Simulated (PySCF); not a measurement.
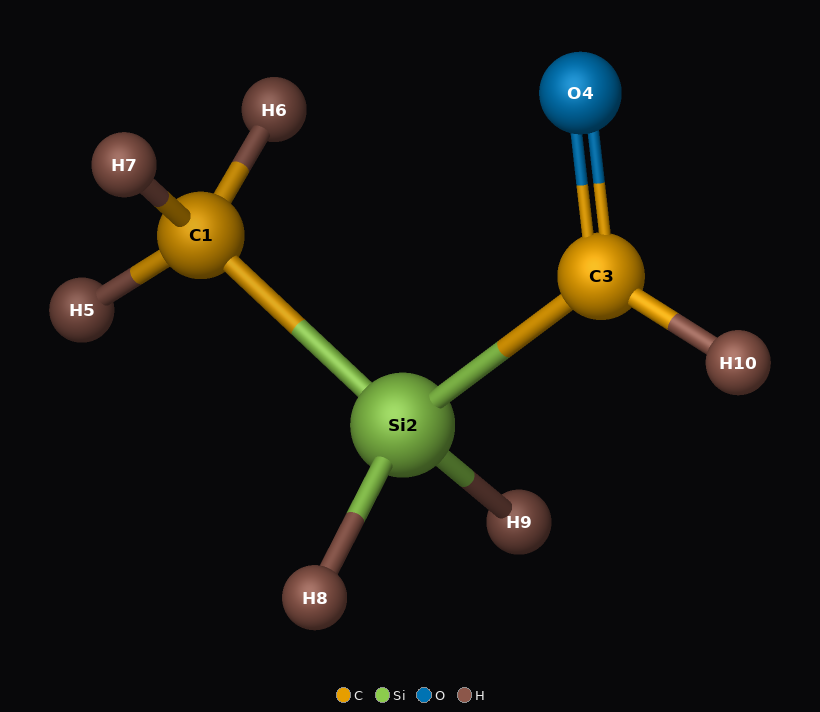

Computed geometry: PBE0-D3(BJ)/def2-SVP optimisation. No frequency run is at hand to confirm it as a minimum. Method: B3LYP/6-31G* indirect spin-spin coupling, non-relativistic, gas phase (PySCF 2.14.0). Isotopes: 13C, 1H, 17O, 29Si.

Give the spin–spin coupling constants of these pairs, with the number of bonds between them: C1/Si2, Si2/H8, Si2/C3, Si2/H9, Si2/H7, Si2/O4, Si2/H6, Si2/H5.

```json
{"pair": "C1, Si2", "bonds apart": "1", "J (Hz)": "−61.2"}
{"pair": "Si2, H8", "bonds apart": "1", "J (Hz)": "−170.9"}
{"pair": "Si2, C3", "bonds apart": "1", "J (Hz)": "−61.6"}
{"pair": "Si2, H9", "bonds apart": "1", "J (Hz)": "−171.0"}
{"pair": "Si2, H7", "bonds apart": "2", "J (Hz)": "6.9"}
{"pair": "Si2, O4", "bonds apart": "2", "J (Hz)": "6.0"}
{"pair": "Si2, H6", "bonds apart": "2", "J (Hz)": "6.8"}
{"pair": "Si2, H5", "bonds apart": "2", "J (Hz)": "4.3"}
```
